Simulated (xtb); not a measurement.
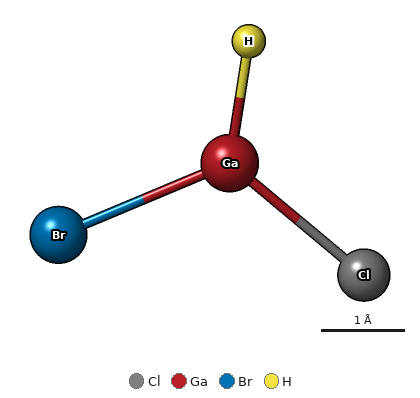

Fig. 1: The structure (ball-and-stick view, seen at a tilt). Sticks mark near contacts. Bond lengths as drawn: Br–Ga 2.27 Å, Cl–Ga 2.13 Å and Ga–H 1.55 Å.

Polarizability calculation, with input and output: GaHBrCl

System: GaHBrCl, SMILES [Cl][GaH][Br].
Method: PTB (xtb 6.7.1 later snapshot).

The geometry comes from this level: PBE0-D4/def2-TZVP.

## Log
```
* xtb version 6.7.1
   ID    Z sym.   atoms
    1   17 Cl     1
    2   31 Ga     2
    3   35 Br     3
    4    1 H      4

           -------------------------------------------------
          |                Calculation Setup                |
           -------------------------------------------------

          program call               : xtb start.xyz --ptb --alpha
          coordinate file            : start.xyz
          omp threads                :                     1

           -------------------------------------------------
          |                      P T B                      |
           -------------------------------------------------

                              @@@ @

          ...................................................
          :                      SETUP                      :
          :.................................................:
          :  # atomic orbitals                  44          :
          :  # shells                           18          :
          :  # electrons                        18          :
          :  # open shells                       0          :
          :  max. iterations                     2          :
          :  Hamiltonian                       PTB          :
          :  PC potential                    false          :
          :  electronic temp.          300.0000000     K    :
          :  -> integral cutoff          0.2500000E+02      :
          :  verbosity level                     2          :
          ...................................................

          --- Calculation progress: ---
              1st iteration...
              2nd iteration...
          --- Two-step SCF done. ---

           -------------------------------------------------
          |                Property Printout                |
           -------------------------------------------------

    * Orbital Energies and Occupations

         #    Occupation            Energy/Eh            Energy/eV
      -------------------------------------------------------------
         1        2.0000           -0.9747524             -26.5244
         2        2.0000           -0.9511674             -25.8826
         3        2.0000           -0.6466763             -17.5970
         4        2.0000           -0.4901250             -13.3370
         5        2.0000           -0.4813562             -13.0984
         6        2.0000           -0.4571470             -12.4396
         7        2.0000           -0.4411386             -12.0040
         8        2.0000           -0.4251352             -11.5685
         9        2.0000           -0.4050293             -11.0214 (HOMO)
        10                          0.0153478               0.4176 (LUMO)
        11                          0.0698744               1.9014
        12                          0.1414096               3.8479
        13                          0.1699155               4.6236
        14                          0.2061507               5.6096
        15                          0.2275543               6.1921
        16                          0.2303314               6.2676
        17                          0.2336982               6.3593
        18                          0.2644651               7.1965
        19                          0.2656389               7.2284
        20                          0.2977915               8.1033
       ...                                ...                  ...
        44                         59.3116532            1613.9522
      -------------------------------------------------------------
                  HL-Gap            0.4203772 Eh           11.4390 eV
             Fermi-level            0.0000000 Eh            0.0000 eV

    * Atomic partial charges (q)     Shell populations (p)
    ------------------------------------------------------------------------------------
      #  sym   q                     1          2          3          4          5
    ------------------------------------------------------------------------------------
      1  Cl   -0.09435               1.27545    0.50407    4.06586    1.22263    0.02634
      2  Ga    0.16696               0.61664    0.25262    1.08727    0.32694    0.54957
      3  Br   -0.03811               1.39713    0.39910    4.01339    1.18861    0.03989
      4  H    -0.03449               0.69550    0.28910    0.04989
    ------------------------------------------------------------------------------------
      total:   0.00000

Wiberg/Mayer (AO) data.
largest (>0.10) Wiberg bond orders for each atom

 ---------------------------------------------------------------------------
     #   Z sym  total        # sym  WBO       # sym  WBO       # sym  WBO
 ---------------------------------------------------------------------------
     1  17      1.117 --     2      1.011
     2  31      3.079 --     3      1.139     1      1.011     4      0.929
     3  35      1.257 --     2      1.139
     4   1      1.034 --     2      0.929
 ---------------------------------------------------------------------------

Topologies differ in total number of bonds
Writing topology from bond orders to xtbtopo.mol

 --------------------------------------
    Molecular dipole moment (a.u.)
    X        Y        Z
 --------------------------------------
    0.4084   0.4701  -0.0633
 --------------------------------------
    Total dipole moment (a.u. / Debye):
    0.6259   1.5909

 --------------------------------------
    Molecular quadrupole tensor: (a.u.)
         X         Y         Z
    X   -3.4629
    Y    1.5790    0.0150
    Z   -4.0228    1.6117    3.4480

 --------------------------------------
    Numerical polarizability tensor: (a.u.)
         X         Y         Z
    X   50.0738   -3.7542    5.9381
    Y   -3.7542   46.4639   -5.9023
    Z    5.9381   -5.9023   36.7440
 --------------------------------------
    Total isotropic dipole polarizability (a.u. / Å³):
   44.4272   6.5834

------------------------------------------------------------------------
------------------------------------------------------------------------
 total:
 *  cpu-time:     0 d,  0 h,  0 min,  0.011 sec
 * ratio c/w:     1.000 speedup
 SCF:
 *  cpu-time:     0 d,  0 h,  0 min,  0.010 sec
 * ratio c/w:     1.000 speedup
```

## Standard error
```
normal termination of xtb
```

This output came from the following input.

## Input file (start.xyz)
```
4

Cl    -1.970500    -0.096100    -0.528400
Ga     0.088800     0.166300    -0.052400
Br     1.109200    -1.623600     0.905300
H      0.828100     1.493000    -0.344800
```

## File .CHRG
```
0
```

## File .UHF
```
0
```

Launched with:
```bash
xtb start.xyz --ptb --alpha | tee run.log
```

## Key numbers

| quantity | value |
| --- | --- |
| outcome | converged |
| electrons treated | 18 |
| HOMO | −11.02 eV |
| LUMO | 0.42 eV |
| dipole moment | 1.59 D |
| hardware | 1 thread of Arm Neoverse V1, 24 GiB of memory available, shared host |
| peak memory | 0.072 GiB |
